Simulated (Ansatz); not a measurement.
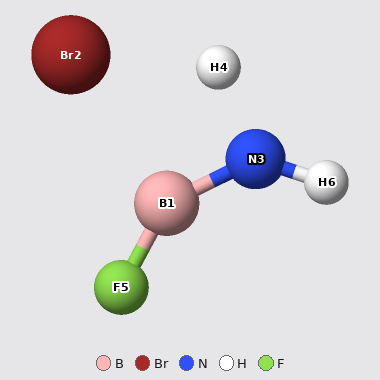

The system is the reacting system BBrFH₂N (fragments BBrFH₂N where the first distance is long, BFHN + BrH where the second is long); the picture shows the reference structure. 
- Coordinates scanned: (1) distance Br2–H4 (bond that forms); (2) distance N3–H4 (bond that breaks).
- Relaxed at each point: all other coordinates.
- Grid: 10 × 10 points. At 1 point there is no value.
- Points are written as (first, second).
- All energies are given in kJ/mol relative to the lowest grid point.
- Energies and slopes of some neighbouring points disagree (a jump in structure or state, or too coarse a mesh). The reference is spin-restricted, so regions where a bond is pulled apart into radicals lie too high.
- Level of theory: RKS BHLYP-D4/def2-SVP in Ansatz 0.2.0.

Its coordinates:

```xyz
6

B     0.4573    0.5194    0.0471
Br    0.6322   -0.8560   -1.8863
N    -0.5770   -0.1242    0.5997
H    -0.6727   -1.0176   -0.3831
F     1.2797    1.4970    0.1851
H    -1.1195   -0.0187    1.4374
```

Range: distance Br2–H4 (bond that forms) from 1.359 to 2.559 Å; distance N3–H4 (bond that breaks) from 0.918 to 2.118 Å.

What will the energy surface look like?

Answer. The lowest grid point is at (2.559 Å, 0.995 Å). It lies at the edge of the scanned range, so the true minimum may lie outside. The highest grid point, (2.559 Å, 2.118 Å), lies 540 kJ/mol above the lowest.

```csv
"second ↓, first →",1.359,1.436,1.542,1.663,1.794,1.935,2.082,2.235,2.395,2.559
2.118,255,249,262,296,343,397,452,506,538,540
1.954,258,250,261,292,336,429,456,471,478,476
1.794,265,254,261,288,328,389,402,408,408,403
1.641,277,262,264,285,332,338,339,336,330,323
1.494,297,276,271,295,286,278,268,257,247,237
1.353,330,300,294,262,237,215,195,178,163,150
1.222,379,349,286,234,192,158,130,107,88,74
1.101,457,376,292,222,165,120,84,56,34,18
0.995,529,430,327,240,171,116,74,42,18,0
0.918,–,503,385,286,208,147,101,66,39,21
```

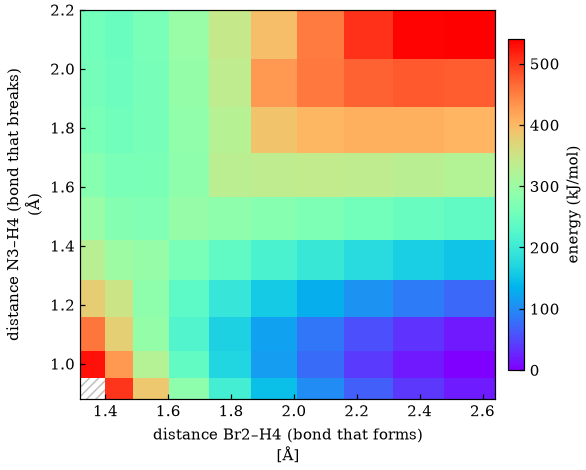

In the figure: one coloured cell a grid point, hatched blanks where no value was computed.

The whole map (99 points run) took 33 min on 1 thread of Arm Neoverse V1 (shared host).
